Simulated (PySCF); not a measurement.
**Co(NH2)2 (CoH$_{4}$N$_{2}$, quartet): what the electrons do**

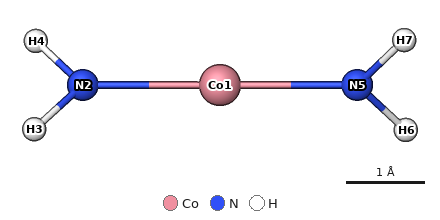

The molecule, with its atoms numbered as below. No frequency check shows the geometry to be a minimum.

Coordinates in Å:

```
Co1      0.0000    0.0003   -0.0003
N2       1.7625   -0.0006    0.0004
H3       2.3761    0.5708    0.5726
H4       2.3763   -0.5709   -0.5709
N5      -1.7625   -0.0006    0.0006
H6      -2.3761    0.5727   -0.5698
H7      -2.3763   -0.5728    0.5700
```

Part 1: Bonding charge

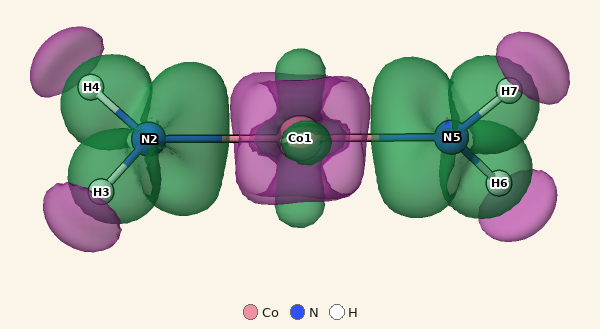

Deformation density (molecule less spherical, spin-averaged free atoms at the same positions), surfaces at ±0.06 e/Å³; green: gain, purple: loss.

Computed with PySCF, r2SCAN/def2-TZVP, geometry: GFN2-xTB. This is a single-reference result, which may miss multireference character in this system. The stability of the open-shell solution wasn't checked. GFN2-xTB doesn't know the spin state, so this open-shell geometry is rough.

Question: Describe the bonding that the map shows.

Answer: N2–H4, N5–H7, N2–H3 and N5–H6: +0.77 e/Å³ at the bond critical point (bond length 1.01 Å, Mayer order 0.9). Co1–N2 and Co1–N5: +0.13 e/Å³ at the bond critical point (bond length 1.76 Å, Mayer order 1.1). In all, 1.7 electrons gather in the regions of gain relative to the promolecule. A small or negative value marks a very polar bond, one between electron-rich atoms, whose free-atom densities already overlap strongly, a long bond to a heavier atom, or a closed-shell contact such as a hydrogen bond.

Question: Where do the Hirshfeld charges lie?

Answer: The highest Hirshfeld charge is on Co1 (+0.37 e), the lowest on N2 and N5 (−0.37 e).

```tsv
atom	charge (e)
Co1	+0.37
N2	−0.37
H3	+0.10
H4	+0.10
N5	−0.37
H6	+0.10
H7	+0.10
```

Part 2: Bond critical points

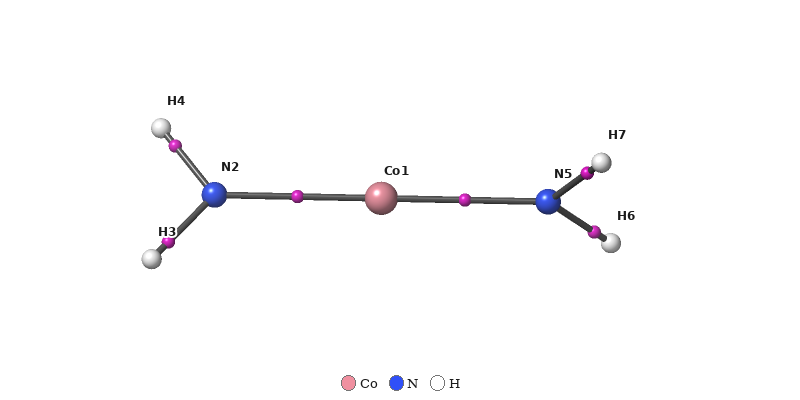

Molecular graph of the electron density (QTAIM): bond paths, bond critical points (magenta), ring points (cyan, if any); weak paths are dashed.

Question: How many critical points of each kind are there, and does the count close?

Answer: 7 nuclei, 6 bond, 0 ring and 0 cage critical points: 7 − 6 + 0 − 0 = 1, as the Poincaré–Hopf relation requires.

Question: Tabulate density, Laplacian, ellipticity and energy density at the bond critical points (atomic units).

Answer:
| bond | length (Å) | ρ (a.u.) | ∇²ρ (a.u.) | ε | H (a.u.) |
| --- | --- | --- | --- | --- | --- |
| N2–H4 (4 alike) | 1.014 | 0.331 | −1.56 | 0.02 | −0.454 |
| Co1–N2 (2 alike) | 1.763 | 0.163 | +0.66 | 0.18 | −0.073 |

Question: What kind of interaction is N2–H4?

Answer: Shared-shell (covalent): ρ = 0.331, ∇²ρ = −1.56, H = −0.454 a.u.

Part 3: Electrostatic potential

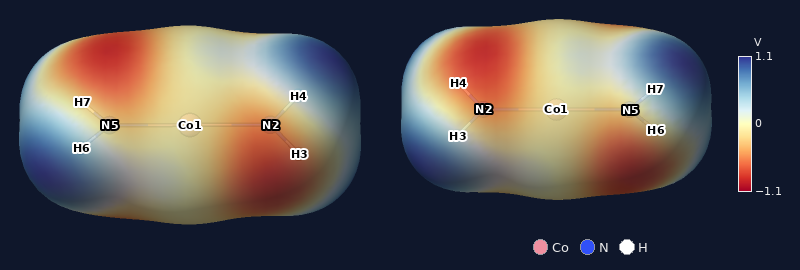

Electrostatic potential on the surface of electron density 0.001 a.u. (back view left, front view right).

Question: Where are the extremes of the potential on the surface?

Answer: Highest: 1.08 V, 1.3 Å from H7, and at like points elsewhere. Lowest: −0.90 V, over N2, off the plane of its three bonds (2.1 Å), and at like points elsewhere. The surface is sampled at points, so like sites can differ by a few per cent and only the strongest of them is named.

Question: What volume does the surface enclose, and what is the dipole moment?

Answer: About 86 Å³; the dipole moment is 0.0 D.

Part 4: Spin density

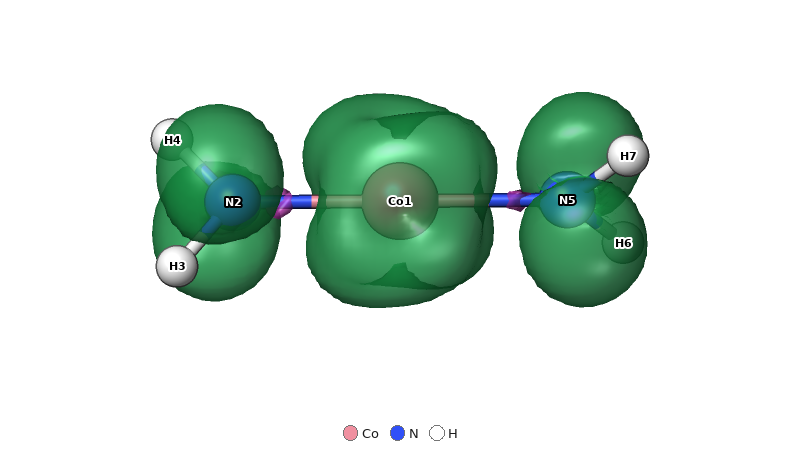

Spin density ρα − ρβ at ±0.02 e/Å³ (green: excess α, purple: excess β).

Question: How is the spin shared among the atoms?

Answer: Hirshfeld spin populations: Co1 +2.43 and N2 and N5 +0.24. ⟨S²⟩ = 3.77, against 3.75 for a pure state.

Part 5: In an electric field

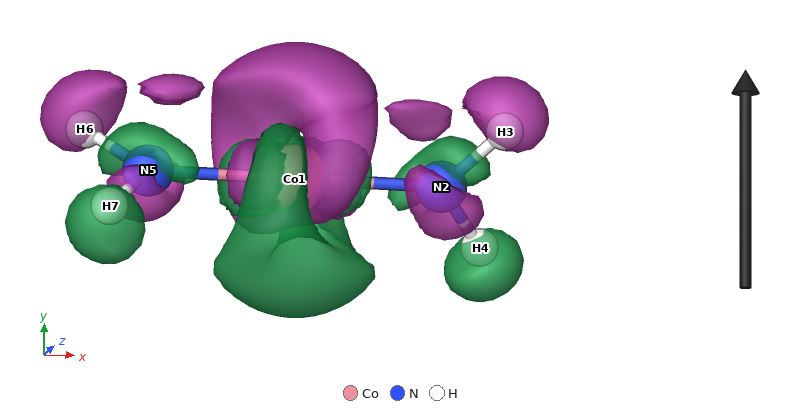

Change of the electron density in a uniform field of 0.51 V/Å along +y (arrow), surfaces at ±0.005 e/Å³ (green: gain, purple: loss).

Computed with PySCF, r2SCAN/def2-SVPD, geometry: GFN2-xTB. This is a single-reference result, which may miss multireference character in this system. The stability of the open-shell solution wasn't checked. GFN2-xTB doesn't know the spin state, so this open-shell geometry is rough.

Question: How large is the response?

Answer: The induced dipole is 1.17 D (along the field); α along this axis, from the fields in both directions, is 46 bohr³ (6.8 Å³).

Question: Which atoms gain and lose the most charge?

Answer: Electrons gather most on H4 and H7 alike (Hirshfeld charge changes by −0.012 e) and leave H3 and H6 alike most (+0.012 e); 0.149 electrons are displaced in all.
